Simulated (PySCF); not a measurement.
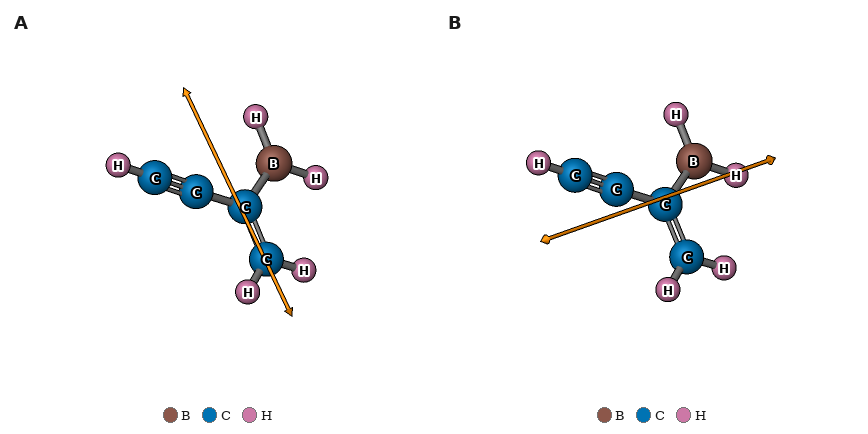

The double arrows show the directions of two transition dipoles from the ground state (lengths mean nothing). The computed structure is the end point of a PBE0-D3(BJ)/def2-SVP optimisation. No frequency run is at hand to confirm it as a minimum. Level of theory: TDDFT LC-wPBE/def2-SVPD, vertical, gas phase, core orbitals frozen in the response (PySCF 2.14.0).

Question: One belongs to singlet state 2 and one to singlet state 5. Which is which?

Answer: A: state 2, 5.21 eV (238 nm), oscillator strength 0.18, mainly HOMO → LUMO (weight 0.94).
B: state 5, 6.47 eV (192 nm), oscillator strength 0.081, of mixed character, with the largest part HOMO → LUMO+2 (weight 0.40).
